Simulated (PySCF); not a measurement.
C6H4F4Si, SMILES Fc1ccccc1[Si](F)(F)F at its GFN2-xTB optimised geometry (Å):

```
15

F     -1.6869    -1.5971     0.0006
C     -1.0447    -0.4126     0.0000
C     -1.7961     0.7464    -0.0004
C     -1.1389     1.9643    -0.0004
C      0.2462     2.0053    -0.0001
C      0.9785     0.8326     0.0000
C      0.3474    -0.4126     0.0000
Si     1.3113    -2.0097     0.0005
F      2.8727    -1.7225    -0.0285
F      1.0900    -2.9274     1.2734
F      1.0476    -2.9555    -1.2431
H     -2.8727     0.6827    -0.0006
H     -1.7098     2.8801    -0.0007
H      0.7573     2.9555    -0.0001
H      2.0570     0.8721    -0.0002
```

Level of theory: PBE/def2-TZVP in PySCF 2.14.0.

Map of the deformation density (molecule minus spherical neutral atoms) (e/bohr³) on the plane z = 0.8 Å:

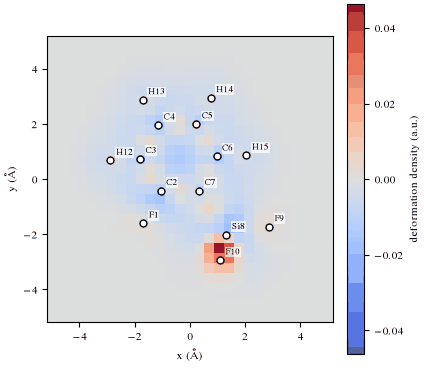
Deformation density (molecule minus spherical neutral atoms) (e/bohr³) on the plane z = 0.8 Å.
